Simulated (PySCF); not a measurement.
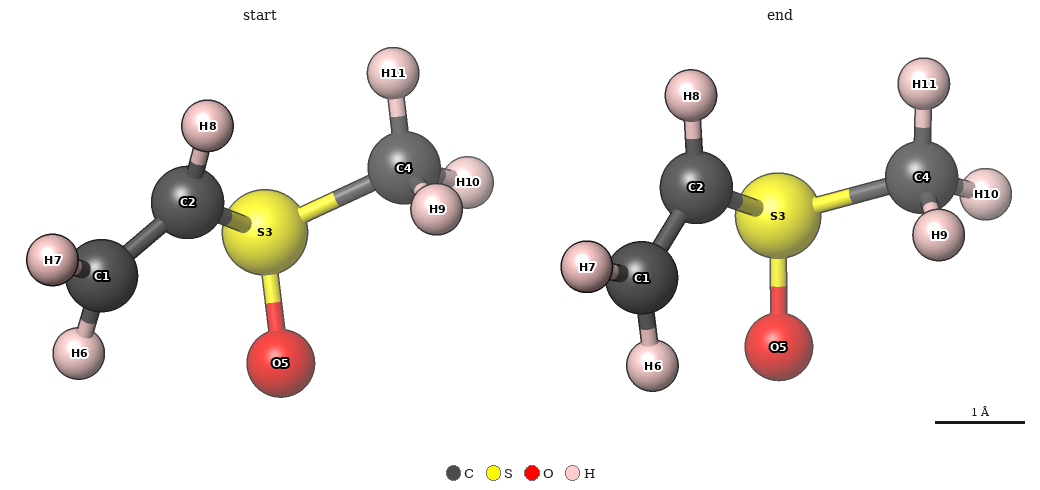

The structure of C3H6OS before (left) and after (right) a relaxation, at one scale.

Style: ball-and-stick. Shown from a free direction.

The start comes from MMFF94s.

These are results of PBE0-D3(BJ)/def2-SVP geometry optimisation, gas phase in PySCF, not measurements. 

Question: Summarise the run.

Answer: After 7 geometry steps the energy has fallen by 0.166 eV. The largest force component goes from 0.88 to 0.018 eV/Å. The largest move after the best rigid fit is that of H8, 0.67 Å. By element the largest moves are H 0.67 Å, O 0.39 Å, C 0.24 Å, S 0.23 Å. Among the contacts that change: S3–C4 1.808 → 1.819 Å, C1–C2 1.339 → 1.328 Å, C1–H6 1.087 → 1.096 Å, C1–H7 1.085 → 1.093 Å. Among the angles between lasting bonds that change: C1–C2–H8 119.4° → 125.6°, S3–C2–H8 121.7° → 116.6°, C2–C1–H6 121.8° → 118.5°. Groups turn about C2–S3 by about 35°. The run took of the order of 21 core-seconds on a shared host.
